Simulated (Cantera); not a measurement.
Charge: 1 mol HI, 0.29 mol O2, a varied amount of N2, held at 2573 K and 1130 Torr.

These are equilibrium values from Cantera (NASA tables, ideal gas, pure condensed phases), not measurements of a reactor. Candidate condensed phases: H2O, I2; 27 gas species. Rates play no part.

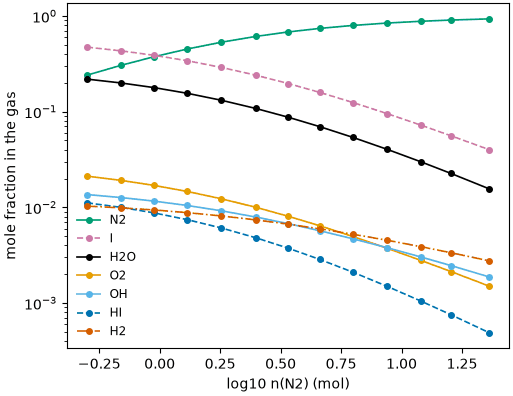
Fig. 1. Equilibrium gas composition (values under 1e-9 drawn at 1e-9)

From 0.5 mol N2 to 23 mol N2 nothing is condensed.
